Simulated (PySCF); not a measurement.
# Geometry relaxation of C11H24GeO3 (part 2 of 2)

The same run, continued: C11H24GeO3 (Ge(vinyl)(OiPr)3), SMILES C=[CH][Ge]([O]C(C)C)([O]C(C)C)[O]C(C)C; PBE0-D3(BJ)/def2-SVP geometry optimisation, gas phase (PySCF 2.14.0). It belongs to a series of runs on one base structure; here: ligand (all three): Cl to OiPr.

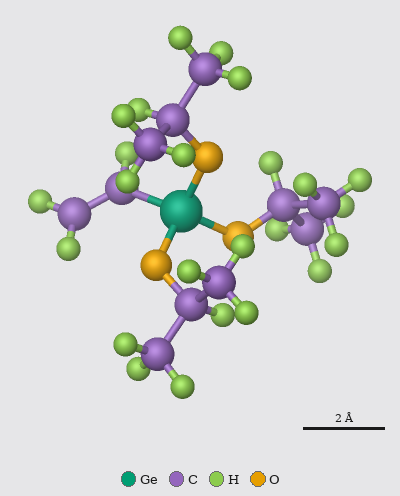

The geometry at step 7 of the log (ball-and-stick view, seen at a tilt).

**Trajectory as extended XYZ, continued**
```
39
Properties=species:S:1:pos:R:3:forces:R:3 step=5 energy=-74412.60308
Ge    0.1823   -0.2446    0.8616   -0.0131   0.0216   0.0193
C     0.5504   -0.0436    2.7364   -0.0094   0.0065  -0.0034
C     1.7946   -0.1498    3.2110    0.0115  -0.0079  -0.0058
H    -0.2822    0.1719    3.4154   -0.0076  -0.0029   0.0064
H     2.6368   -0.3636    2.5448    0.0013   0.0011  -0.0029
H     2.0189   -0.0307    4.2771   -0.0036  -0.0015  -0.0058
O     1.7469   -0.4793    0.0806    0.0261   0.0091  -0.0036
C     1.8733   -1.1264   -1.1802   -0.0238  -0.0157  -0.0049
C     3.3155   -1.5746   -1.3093   -0.0091   0.0061   0.0059
C     1.4437   -0.2011   -2.3062    0.0104   0.0060   0.0018
H     1.2175   -2.0169   -1.1899    0.0043   0.0065  -0.0031
H     3.9874   -0.7030   -1.2733    0.0052   0.0028  -0.0035
H     3.4809   -2.1049   -2.2594   -0.0048   0.0016   0.0035
H     3.5825   -2.2481   -0.4822    0.0003  -0.0009   0.0046
H     0.3971    0.1140   -2.1791    0.0013   0.0001   0.0046
H     2.0722    0.7032   -2.3198   -0.0008  -0.0011  -0.0040
H     1.5334   -0.7033   -3.2815    0.0022  -0.0012  -0.0015
O    -0.7219    1.1547    0.2398    0.0217  -0.0422  -0.0373
C    -0.3700    2.4846    0.5788   -0.0027   0.0326   0.0167
C    -1.5798    3.3545    0.2988    0.0027  -0.0039   0.0136
C     0.8629    2.9338   -0.1890   -0.0084  -0.0021   0.0002
H    -0.1432    2.5422    1.6637    0.0073  -0.0048   0.0006
H    -1.8241    3.3258   -0.7742   -0.0033  -0.0007  -0.0111
H    -1.3925    4.3995    0.5876    0.0007   0.0046  -0.0032
H    -2.4526    2.9859    0.8572    0.0016   0.0009   0.0030
H     1.7234    2.2842    0.0314    0.0010  -0.0021   0.0017
H     0.6719    2.8831   -1.2723   -0.0044   0.0012   0.0009
H     1.1329    3.9690    0.0700    0.0026  -0.0001   0.0049
O    -0.7972   -1.6298    0.3890   -0.0049  -0.0217   0.0097
C    -2.2106   -1.5946    0.2501   -0.0118  -0.0013  -0.0063
C    -2.7266   -2.9840    0.5697   -0.0022  -0.0024   0.0015
C    -2.5888   -1.1315   -1.1459    0.0036  -0.0120   0.0030
H    -2.6434   -0.8806    0.9786    0.0076   0.0079  -0.0022
H    -2.2985   -3.7137   -0.1351   -0.0013  -0.0022   0.0002
H    -3.8237   -3.0257    0.4941   -0.0007  -0.0013  -0.0018
H    -2.4319   -3.2800    1.5870   -0.0001   0.0015  -0.0018
H    -2.2053   -0.1167   -1.3197   -0.0001   0.0194  -0.0045
H    -2.1579   -1.8103   -1.8989    0.0046   0.0019   0.0037
H    -3.6820   -1.1185   -1.2750   -0.0036  -0.0032   0.0008
39
Properties=species:S:1:pos:R:3:forces:R:3 step=7 energy=-74412.60487
Ge    0.1826   -0.2434    0.8606    0.0350  -0.0446  -0.0090
C     0.5574   -0.0454    2.7336    0.0176  -0.0005   0.0055
C     1.8054   -0.1582    3.1976   -0.0015   0.0027  -0.0083
H    -0.2689    0.1620    3.4220   -0.0235   0.0034   0.0086
H     2.6428   -0.3658    2.5235   -0.0046  -0.0021  -0.0048
H     2.0371   -0.0499    4.2631   -0.0010   0.0007   0.0037
O     1.7516   -0.4798    0.0838   -0.0468   0.0123  -0.0072
C     1.8677   -1.1183   -1.1825    0.0299   0.0029  -0.0020
C     3.2924   -1.6218   -1.2977   -0.0007  -0.0044   0.0053
C     1.4917   -0.1651   -2.3044   -0.0042   0.0008   0.0011
H     1.1785   -1.9822   -1.2108   -0.0077  -0.0043  -0.0002
H     3.9988   -0.7781   -1.2504   -0.0043  -0.0014  -0.0017
H     3.4458   -2.1537   -2.2485    0.0070  -0.0050  -0.0069
H     3.5228   -2.3094   -0.4710    0.0003   0.0010  -0.0014
H     0.4580    0.1928   -2.1857   -0.0009   0.0011   0.0003
H     2.1576    0.7119   -2.3034    0.0036   0.0009   0.0039
H     1.5723   -0.6625   -3.2831   -0.0010   0.0010   0.0006
O    -0.7163    1.1507    0.2240    0.0142   0.0407   0.0067
C    -0.3743    2.4807    0.5846   -0.0333  -0.0329  -0.0095
C    -1.6003    3.3400    0.3456    0.0187  -0.0045   0.0102
C     0.8373    2.9564   -0.1989    0.0105  -0.0019   0.0069
H    -0.1261    2.5174    1.6653    0.0040   0.0030   0.0059
H    -1.8689    3.3222   -0.7222   -0.0053   0.0024   0.0037
H    -1.4184    4.3833    0.6446    0.0009  -0.0007  -0.0071
H    -2.4540    2.9532    0.9202   -0.0113   0.0007  -0.0010
H     1.7057    2.3066   -0.0121   -0.0015   0.0025   0.0000
H     0.6218    2.9298   -1.2781    0.0016   0.0015  -0.0121
H     1.1072    3.9867    0.0789    0.0006   0.0007   0.0013
O    -0.7971   -1.6337    0.3961    0.0041   0.0269   0.0165
C    -2.2077   -1.5828    0.2309   -0.0125  -0.0120  -0.0048
C    -2.7496   -2.9554    0.5802    0.0008   0.0087  -0.0026
C    -2.5547   -1.1543   -1.1841    0.0068   0.0056   0.0071
H    -2.6421   -0.8417    0.9306    0.0040   0.0029  -0.0025
H    -2.3195   -3.7116   -0.0948   -0.0013   0.0000  -0.0002
H    -3.8457   -2.9833    0.4850    0.0003  -0.0035   0.0004
H    -2.4781   -3.2254    1.6111   -0.0004  -0.0017   0.0005
H    -2.1652   -0.1446   -1.3768   -0.0011  -0.0035  -0.0005
H    -2.1099   -1.8541   -1.9091    0.0012   0.0021  -0.0039
H    -3.6451   -1.1420   -1.3359    0.0017  -0.0015  -0.0026
39
Properties=species:S:1:pos:R:3:forces:R:3 step=9 energy=-74412.60521
Ge    0.1846   -0.2508    0.8648    0.0088   0.0004  -0.0090
C     0.5656   -0.0458    2.7360    0.0013  -0.0059   0.0075
C     1.8164   -0.1564    3.1927   -0.0069   0.0058   0.0006
H    -0.2596    0.1615    3.4273    0.0084  -0.0024  -0.0107
H     2.6489   -0.3648    2.5127   -0.0005  -0.0010   0.0015
H     2.0548   -0.0455    4.2564    0.0009  -0.0003   0.0001
O     1.7480   -0.4898    0.0804   -0.0015  -0.0038  -0.0097
C     1.8602   -1.1159   -1.1928   -0.0008   0.0028   0.0151
C     3.2674   -1.6686   -1.2965    0.0022  -0.0025  -0.0067
C     1.5333   -0.1323   -2.3035    0.0009  -0.0004  -0.0051
H     1.1408   -1.9544   -1.2423    0.0008   0.0009  -0.0001
H     4.0018   -0.8503   -1.2328    0.0006  -0.0003   0.0036
H     3.4149   -2.1960   -2.2512   -0.0019   0.0015   0.0024
H     3.4636   -2.3719   -0.4744   -0.0002   0.0006   0.0000
H     0.5126    0.2625   -2.1895    0.0010  -0.0007  -0.0007
H     2.2321    0.7186   -2.2794   -0.0013   0.0006   0.0013
H     1.6070   -0.6161   -3.2896    0.0001   0.0008   0.0005
O    -0.7114    1.1446    0.2247   -0.0036   0.0148   0.0201
C    -0.3807    2.4720    0.6017    0.0015  -0.0179  -0.0090
C    -1.6171    3.3230    0.3910   -0.0035   0.0071  -0.0093
C     0.8176    2.9711   -0.1887    0.0019   0.0047   0.0035
H    -0.1179    2.4962    1.6796   -0.0041   0.0010  -0.0018
H    -1.9039    3.3128   -0.6722    0.0011  -0.0034   0.0018
H    -1.4379    4.3657    0.6937   -0.0005  -0.0009   0.0043
H    -2.4601    2.9262    0.9752    0.0035   0.0016   0.0016
H     1.6926    2.3247   -0.0225    0.0004  -0.0016  -0.0008
H     0.5907    2.9625   -1.2663    0.0017  -0.0001   0.0051
H     1.0840    3.9981    0.1051   -0.0019   0.0000  -0.0033
O    -0.8041   -1.6369    0.4113   -0.0103  -0.0043   0.0176
C    -2.2092   -1.5693    0.2065    0.0119   0.0044  -0.0089
C    -2.7830   -2.9214    0.5827    0.0025  -0.0003  -0.0040
C    -2.5064   -1.1784   -1.2302   -0.0072   0.0038  -0.0043
H    -2.6481   -0.7983    0.8697   -0.0036  -0.0029  -0.0010
H    -2.3470   -3.7052   -0.0561    0.0000   0.0003  -0.0011
H    -3.8763   -2.9365    0.4582   -0.0004   0.0029   0.0003
H    -2.5440   -3.1633    1.6285   -0.0008   0.0000  -0.0005
H    -2.1023   -0.1774   -1.4387   -0.0002  -0.0050   0.0028
H    -2.0445   -1.9016   -1.9208   -0.0010  -0.0006  -0.0016
H    -3.5911   -1.1613   -1.4185    0.0007   0.0005  -0.0020
```

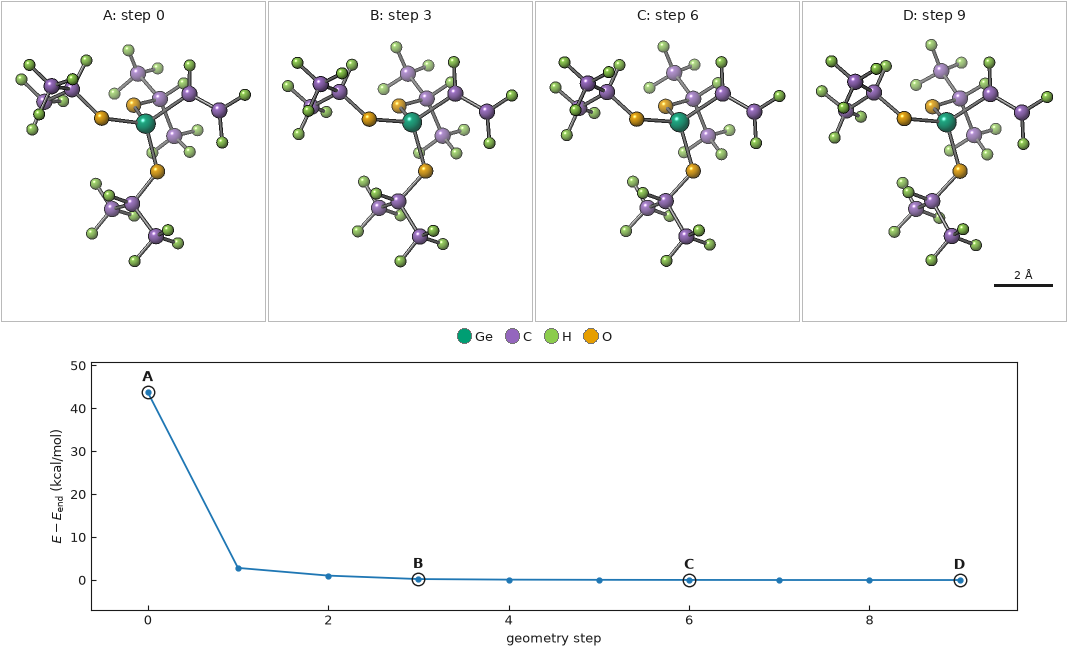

Frames of the relaxation (ball-and-stick view, seen at a tilt) above the curves, on which the letters mark them (steps are counted from 0).

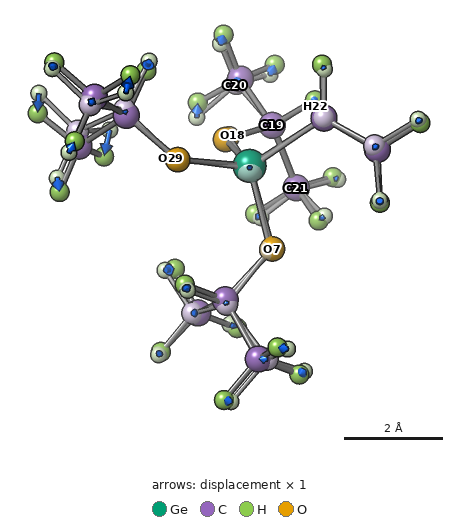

Start (faint) and end (solid) with the displacements as blue arrows, at true length (ball-and-stick view, seen at a tilt). The two geometries are laid on each other by the best rigid fit. Over 9 geometry steps the energy falls by 43.8 kcal/mol. The largest force component goes from 5.6 to 0.02 eV/Å. The atom that moves furthest after the best rigid fit is H37 (0.56 Å). By element the largest moves are H 0.56 Å, C 0.31 Å, O 0.11 Å, Ge 0.08 Å. Distances before and after: Ge1–O18 1.902 → 1.777 Å, C2–H4 0.997 → 1.096 Å, C20–H25 1.009 → 1.100 Å, C32–H37 1.189 → 1.099 Å. Among the angles that change: C8–C9–H13 102.9° → 111.0°, H23–C20–H25 116.0° → 108.1°, H24–C20–H25 116.3° → 108.7°. (Atoms are counted from 1 in the order of the input.)

**Summary**

```csv
quantity,value
outcome,converged
total energy,−2734.612826 hartree
dipole moment,1.35 D
point group,C1
hardware,"2 CPU threads, shared host"
wall time,26 min (CPU time 53 min)
peak memory,3.7 GiB
```
